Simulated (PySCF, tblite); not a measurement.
# C26H16: electronic excitations, NMR shifts, part 1 of 2

Aim: compute the electronic excitations, NMR shifts of C26H16 (`c1ccc2c(c1)ccc1ccc3ccc4ccc5ccccc5c4c3c12`).

Programs: tblite 0.8.0 and PySCF 2.14.0, with routines of our own; each step states its level. All values are computed. Atoms count from 0.

## 1. The system as given

42 atoms, charge 0, multiplicity 1; geometry from: force field, distance geometry or constructed start.

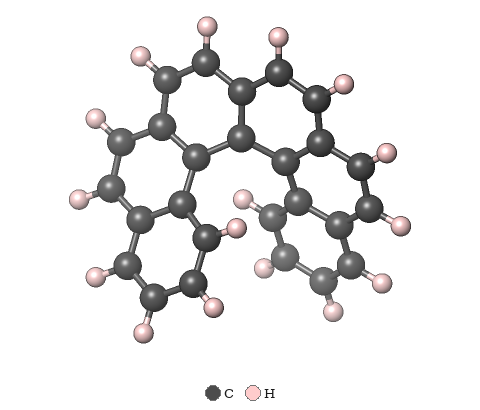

The starting geometry (carbon dark grey, hydrogen pink).

## 2. Geometry optimisation with GFN2-xTB

Job settings and geometry (Å):

```
{"job": {"kind": "relax", "xc": "GFN2-xTB", "basis": "xTB"}, "charge": 0, "multiplicity": 1}
C     -3.450500    -0.336900    -1.603200
C     -2.446200    -1.273700    -1.534100
C     -1.334800    -1.049900    -0.697100
C     -1.181000     0.141400     0.058200
C     -2.282100     1.033400     0.036700
C     -3.383300     0.808300    -0.816700
C     -2.298600     2.139300     0.877400
C     -1.290400     2.310600     1.823400
C     -0.195400     1.439000     1.867900
C      0.692500     1.576100     2.928400
C      1.734800     0.676000     3.075200
C      2.015100    -0.255200     2.078300
C      3.046600    -1.161700     2.307300
C      3.402500    -2.082300     1.325200
C      2.855600    -1.981200     0.049900
C      3.323100    -2.870200    -0.920400
C      2.937400    -2.737800    -2.251300
C      2.154900    -1.661700    -2.647700
C      1.892600    -1.469100    -4.012600
C      1.210000    -0.347600    -4.464000
C      0.799200     0.613600    -3.552200
C      1.045200     0.420600    -2.190100
C      1.675800    -0.738700    -1.666800
C      1.889100    -0.994100    -0.256600
C      1.276000    -0.271500     0.871600
C     -0.024900     0.421600     0.897900
H     -4.313300    -0.500300    -2.245900
H     -2.501300    -2.192700    -2.106100
H     -0.595600    -1.838400    -0.645600
H     -4.204000     1.517600    -0.844600
H     -3.131100     2.833700     0.873300
H     -1.391300     3.122900     2.538700
H      0.540800     2.330900     3.694100
H      2.352500     0.734300     3.977800
H      3.574700    -1.187000     3.252500
H      4.167900    -2.816000     1.554200
H      4.019100    -3.667400    -0.672100
H      3.320800    -3.445500    -2.985800
H      2.248000    -2.196500    -4.748700
H      1.013700    -0.207200    -5.526100
H      0.295700     1.508500    -3.886400
H      0.752200     1.217200    -1.518100
```

Started as:

```console
$ OMP_NUM_THREADS=1 python large_run.py task.json out
```

This one command runs all jobs of the session in turn.

Output:

```text
step      E/eV     max force
  0   -1736.83818    2.476
  1   -1737.10620    1.527
  2   -1737.18904    0.299
  3   -1737.20560    0.223
  4   -1737.24112    0.230
  5   -1737.25840    0.272
  6   -1737.27571    0.264
  7   -1737.28985    0.167
  8   -1737.29897    0.154
  9   -1737.30465    0.118
 10   -1737.30984    0.112
 11   -1737.31555    0.158
 12   -1737.32094    0.151
 13   -1737.32518    0.112
 14   -1737.32891    0.118
 15   -1737.33329    0.142
 16   -1737.33851    0.162
 17   -1737.34347    0.121
 18   -1737.34699    0.102
 19   -1737.34926    0.075
 20   -1737.35115    0.084
 21   -1737.35326    0.092
 22   -1737.35563    0.080
 23   -1737.35820    0.095
 24   -1737.36102    0.092
 25   -1737.36415    0.114
 26   -1737.36742    0.098
 27   -1737.37045    0.082
 28   -1737.37324    0.095
 29   -1737.37608    0.097
 30   -1737.37906    0.089
 31   -1737.38202    0.085
 32   -1737.38493    0.082
 33   -1737.38807    0.101
 34   -1737.39170    0.106
 35   -1737.39540    0.107
 36   -1737.39837    0.105
 37   -1737.40053    0.082
 38   -1737.40229    0.067
 39   -1737.40387    0.062
 40   -1737.40512    0.053
 41   -1737.40605    0.057
 42   -1737.40684    0.061
 43   -1737.40762    0.048
 44   -1737.40830    0.036
 45   -1737.40883    0.040
 46   -1737.40928    0.044
 47   -1737.40979    0.048
 48   -1737.41044    0.051
 49   -1737.41120    0.051
 50   -1737.41206    0.052
 51   -1737.41296    0.055
 52   -1737.41381    0.062
 53   -1737.41452    0.045
 54   -1737.41513    0.041
 55   -1737.41573    0.048
 56   -1737.41633    0.050
 57   -1737.41681    0.039
 58   -1737.41713    0.029
 59   -1737.41735    0.026
 60   -1737.41755    0.026
 61   -1737.41773    0.028
 62   -1737.41789    0.028
 63   -1737.41803    0.026
 64   -1737.41818    0.026
 65   -1737.41834    0.028
 66   -1737.41848    0.022
 67   -1737.41863    0.025
 68   -1737.41877    0.023
 69   -1737.41889    0.017
```

Wall time 1.9 s (1 thread of Arm Neoverse V2, shared host); peak memory 0.18 GiB.

Step by step:

```tsv
step	energy from step 0 (eV)	largest force (eV/Å)
0	0.0000	2.4760
1	-0.2680	1.5268
2	-0.3509	0.2988
3	-0.3674	0.2237
4	-0.4029	0.2299
5	-0.4202	0.2723
6	-0.4375	0.2641
7	-0.4517	0.1663
8	-0.4608	0.1543
13	-0.4870	0.1116
18	-0.5088	0.1022
23	-0.5200	0.0950
28	-0.5351	0.0951
33	-0.5499	0.1007
39	-0.5657	0.0617
44	-0.5701	0.0360
49	-0.5730	0.0503
54	-0.5770	0.0410
59	-0.5792	0.0263
65	-0.5802	0.0277
66	-0.5803	0.0220
67	-0.5804	0.0248
68	-0.5806	0.0227
69	-0.5807	0.0177
```

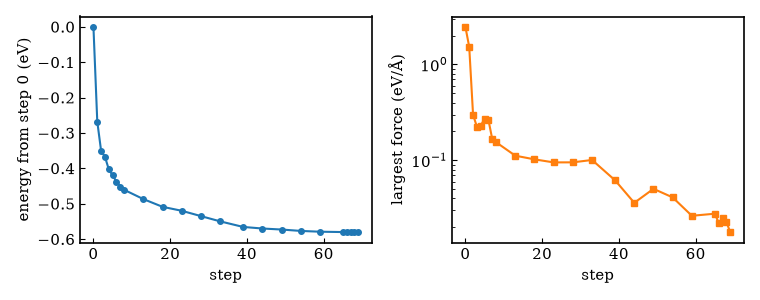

Energy and largest force along the relaxation.

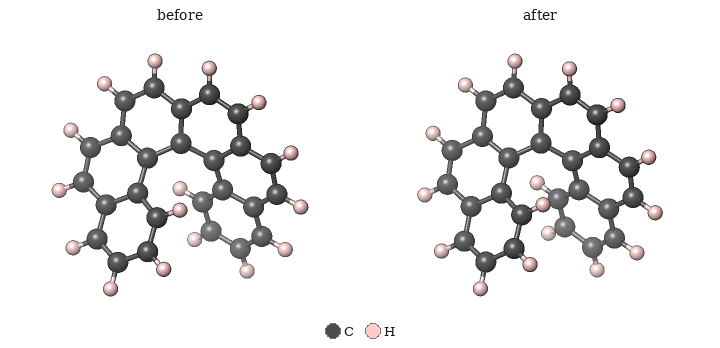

The geometry before (left) and after (right).

Close pairs (by a distance rule), those that changed most:

```tsv
bond	before (Å)	after (Å)	change (Å)
C24–C25	1.474	1.433	-0.041
C23–C24	1.473	1.433	-0.040
C6–C7	1.393	1.354	-0.039
C1–C2	1.409	1.371	-0.039
C15–C16	1.392	1.354	-0.038
C12–C13	1.392	1.358	-0.034
C16–C17	1.388	1.421	+0.033
C4–C6	1.389	1.421	+0.032
```

The next job starts from the end point, and lists it.

## 3. Harmonic vibrations with GFN2-xTB

Job settings and geometry (Å):

```
{"job": {"kind": "ir", "xc": "GFN2-xTB", "basis": "xTB"}, "charge": 0, "multiplicity": 1}
C     -3.207933    -0.511759    -1.698494
C     -2.187592    -1.443587    -1.492225
C     -1.138580    -1.152182    -0.659490
C     -1.055156     0.084191     0.004602
C     -2.150453     0.973560    -0.114834
C     -3.198032     0.666672    -1.000363
C     -2.202227     2.134830     0.702742
C     -1.274462     2.334488     1.669197
C     -0.156288     1.468348     1.802241
C      0.742825     1.623788     2.884563
C      1.737502     0.720255     3.081921
C      2.028619    -0.253015     2.097134
C      3.053781    -1.205524     2.306340
C      3.340778    -2.129103     1.352756
C      2.779715    -2.014482     0.058215
C      3.179502    -2.900552    -0.977587
C      2.734140    -2.738946    -2.246410
C      1.963894    -1.597916    -2.598326
C      1.643084    -1.329469    -3.940245
C      1.007280    -0.168980    -4.294086
C      0.715208     0.783199    -3.314004
C      0.988007     0.528817    -1.994870
C      1.562036    -0.689059    -1.589589
C      1.841179    -1.000581    -0.211932
C      1.288595    -0.273637     0.892694
C      0.042617     0.434179     0.867949
H     -4.015910    -0.740747    -2.378066
H     -2.230121    -2.401931    -1.988588
H     -0.381774    -1.900325    -0.484287
H     -4.011031     1.371821    -1.102500
H     -3.030752     2.817231     0.578609
H     -1.358108     3.163999     2.356987
H      0.575762     2.429138     3.584951
H      2.351528     0.752251     3.970450
H      3.569034    -1.206142     3.256187
H      4.053231    -2.919100     1.540153
H      3.843355    -3.713765    -0.721068
H      3.008646    -3.436476    -3.024351
H      1.930590    -2.048895    -4.694154
H      0.762375     0.030341    -5.327370
H      0.276591     1.728215    -3.599766
H      0.790573     1.292771    -1.259265
```

Output:

```text
mode    cm-1     km/mol
  1      41.3      0.01
  2      64.2      0.02
  3      65.8      0.04
  4     100.1      0.25
  5     102.4      0.03
  6     124.0      0.32
  7     167.5      0.06
  8     176.0      0.42
  9     231.1      0.24
 10     238.5      0.44
 11     246.7      0.40
 12     292.5      0.19
 13     298.9      0.02
 14     351.9      0.06
 15     386.0      0.07
 16     392.2      0.18
 17     406.8      0.06
 18     412.7      0.52
 19     414.3      0.30
 20     433.2      0.05
 21     459.0      0.06
 22     479.6      0.17
 23     487.6      7.32
 24     497.6      0.03
 25     505.1      1.90
 26     521.4      0.11
 27     527.4      0.09
 28     544.5      0.01
 29     579.9      0.37
 30     588.6      7.71
 31     597.4      0.59
 32     642.8      2.15
 33     658.6      0.02
 34     670.3      0.01
 35     681.9      0.11
 36     705.6      1.90
 37     723.5      2.39
 38     734.2      0.13
 39     746.1      0.41
 40     747.5      4.35
 41     766.3      0.76
 42     768.1     14.84
 43     799.1      1.09
 44     809.2      0.78
 45     821.7      8.54
 46     839.2      1.10
 47     843.0      0.04
 48     851.9     51.88
 49     880.1      2.01
 50     881.6      0.15
 51     890.4      1.84
 52     899.4      0.58
 53     907.4      0.43
 54     908.6      0.23
 55     912.2      0.38
 56     913.6      0.17
 57     920.2      0.49
 58     921.7      0.13
 59     932.1      0.36
 60     933.1      0.24
 61     994.8      0.04
 62    1063.7      0.12
 63    1091.1      0.01
 64    1094.4      0.34
 65    1096.8      0.04
 66    1128.4      0.39
 67    1158.3      0.30
 68    1166.4      0.04
 69    1171.8      0.67
 70    1172.8      0.13
 71    1183.2      0.23
 72    1184.1      1.77
 73    1211.3      0.04
 74    1216.4      0.02
 75    1225.6      0.26
 76    1230.4      1.25
 77    1231.2      0.03
 78    1239.3      0.23
 79    1247.4      2.71
 80    1255.2      0.36
 81    1287.1      1.47
 82    1337.6      0.20
 83    1354.0      0.25
 84    1360.7      0.03
 85    1369.7      0.11
 86    1374.9      0.13
 87    1390.8      0.50
 88    1393.6      0.49
 89    1400.8      0.73
 90    1403.7      0.10
 91    1424.7      0.25
 92    1430.1      0.19
 93    1471.0      0.11
 94    1478.1      0.02
 95    1498.0      0.06
 96    1505.4      0.92
 97    1518.6      0.04
 98    1544.1      0.07
 99    1558.3      0.03
100    1583.8      0.02
101    1603.1      0.10
102    1605.7      0.10
103    1609.5      0.03
104    1613.6      0.14
105    3066.5      5.44
106    3067.0      5.32
107    3068.5      7.21
108    3069.2      9.20
109    3070.5      3.30
110    3072.5      3.61
111    3075.5     18.91
112    3077.3     16.77
113    3081.1     63.66
114    3082.5      9.61
115    3084.1    148.16
116    3085.4    180.17
117    3086.4     85.47
118    3087.9     31.11
119    3101.6     11.42
120    3104.0     27.27
```

Run time: 6.5 s. Hardware: 1 thread of Arm Neoverse V2, shared host; peak memory 0.17 GiB.

Which atoms move in the most intense modes:

```tsv
cm⁻¹	km/mol	atoms
852	51.9	H35 11 %, H32 11 %, H33 10 %, H34 10 %
3076	18.9	H40 53 %, H38 21 %, H39 13 %
3081	63.7	H30 46 %, H31 26 %
3084	148.2	H32 28 %, H35 15 %, H33 15 %
3085	180.2	H39 28 %, H40 14 %, H32 10 %, H35 10 %
3086	85.5	H35 15 %, H26 14 %
3088	31.1	H26 31 %, H27 20 %
3104	27.3	H28 80 %
```

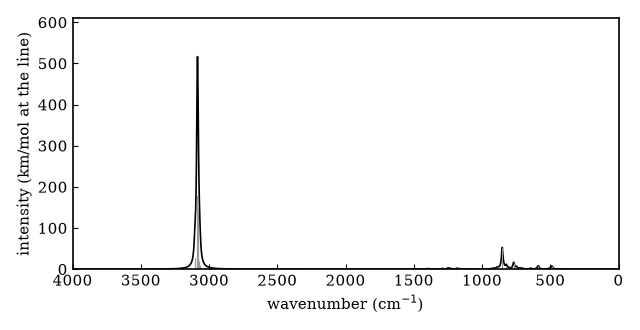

The infrared spectrum from these modes, unscaled. Lines are broadened to a width of 14 cm⁻¹ (Lorentzian).

## 4. Electronic excitations: TDA PBE0/6-31G*

The job, as its differences from that of step 3:

```diff
@@ -1,2 +1,2 @@
-{"job": {"kind": "ir", "xc": "GFN2-xTB", "basis": "xTB"}, "charge": 0, "multiplicity": 1}
+{"job": {"kind": "uv", "basis": "6-31G*", "grid": 1, "kgrid": 0, "vcut": 1.5, "nstates": 6, "ntriplets": 2, "tda": true, "delta": [], "pop": true, "xc": "PBE0"}, "charge": 0, "multiplicity": 1}
 C     -3.207933    -0.511759    -1.698494
```

Level: TDA PBE0/6-31G*, vertical, gas phase, core orbitals frozen in the response, virtual orbitals cut by energy.

Output:

```text
start: PBE on a coarse grid of 35559 points
cycle   1  E = -999.2143746913  dE =  4.583e+00  |g| = 8.671e-01  |ddm| = 7.969e+00
cycle   2  E = -999.1045405038  dE =  1.098e-01  |g| = 1.079e+00  |ddm| = 2.675e+00
cycle   3  E = -999.4185474262  dE = -3.140e-01  |g| = 2.646e-01  |ddm| = 1.746e+00
cycle   4  E = -999.4359854581  dE = -1.744e-02  |g| = 1.122e-01  |ddm| = 4.734e-01
cycle   5  E = -999.4391562304  dE = -3.171e-03  |g| = 5.402e-02  |ddm| = 2.031e-01
cycle   6  E = -999.4399519376  dE = -7.957e-04  |g| = 1.530e-02  |ddm| = 7.973e-02
cycle   7  E = -999.4400016314  dE = -4.969e-05  |g| = 8.145e-03  |ddm| = 2.574e-02
final grid: 156057 points
cycle   8  E = -999.2565826700  dE = -1.123e-02  |g| = 4.761e-02  |ddm| = 1.330e+00
cycle   9  E = -999.2567176369  dE = -1.350e-04  |g| = 4.435e-02  |ddm| = 1.307e-01
cycle  10  E = -999.2572225906  dE = -5.050e-04  |g| = 1.394e-02  |ddm| = 6.977e-02
cycle  11  E = -999.2572707697  dE = -4.818e-05  |g| = 4.612e-03  |ddm| = 2.174e-02
cycle  12  E = -999.2572763944  dE = -5.625e-06  |g| = 2.033e-03  |ddm| = 8.838e-03
cycle  13  E = -999.2572778363  dE = -1.442e-06  |g| = 6.022e-04  |ddm| = 2.871e-03
cycle  14  E = -999.2572769312  dE =  9.051e-07  |g| = 2.215e-04  |ddm| = 1.031e-03
cycle  15  E = -999.2572765433  dE =  3.879e-07  |g| = 3.878e-05  |ddm| = 3.170e-04
converged SCF energy = -999.2572765433

Static polarisability (au): isotropic 271.744, principal 127.959 335.541 351.731

Singlet excitations
state   eV       nm        f      main configurations
  1   3.4096    363.6   0.00144   H-1->L 0.51, H->L+1 0.45
  2   3.6589    338.9   0.00040   H->L 0.72, H-1->L+1 0.25
  3   3.9288    315.6   0.36370   H->L+1 0.49, H-1->L 0.36
  4   4.0255    308.0   0.01467   H-3->L 0.34, H-2->L+1 0.27, H-1->L+1 0.17
  5   4.0481    306.3   0.01663   H-2->L 0.84
  6   4.2390    292.5   0.06515   H-1->L+1 0.43, H->L+3 0.22, H->L 0.12

Triplet excitations (Tamm-Dancoff, eV): 2.6223 2.9898
```

Wall time 2.5 min (1 thread of Arm Neoverse V2, shared host); peak memory 0.68 GiB.

The orbitals next to the gap, with their largest atomic shares:

```tsv
orbital	eV	atoms
HOMO−4	-7.29	C1 9 %, C20 9 %, C11 8 %
HOMO−3	-6.43	C7 11 %, C15 11 %, C20 9 %
HOMO−2	-6.24	C2 11 %, C21 11 %, C0 9 %
HOMO−1	-5.77	C11 9 %, C13 9 %, C9 9 %
HOMO	-5.68	C23 12 %, C25 12 %, C12 8 %
LUMO	-1.36	C25 12 %, C23 12 %, C12 9 %
LUMO+1	-1.18	C24 13 %, C9 10 %, C13 10 %
LUMO+2	-0.45	C21 11 %, C2 11 %, C18 9 %
LUMO+3	-0.38	C7 10 %, C15 10 %, C20 10 %
```

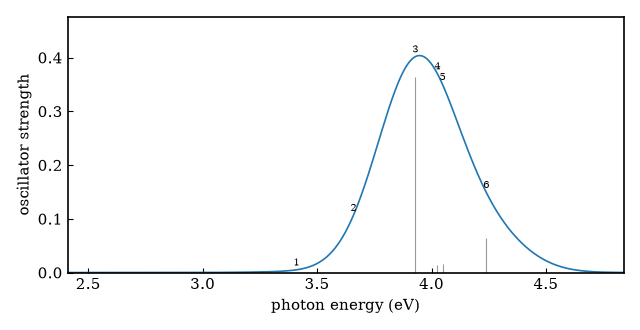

Absorption spectrum from the 6 singlet states computed; above the last one it falls off for lack of states. Lines are broadened to a width of 0.40 eV (Gaussian).

Ground-state properties from the same run:

```tsv
property	computed
dipole moment (D)	0.12
polarisability (Å³)	40.27
HOMO–LUMO gap (eV)	4.32
−ε(HOMO) (eV)	5.68
```

(Continued in part 2 of 2.)
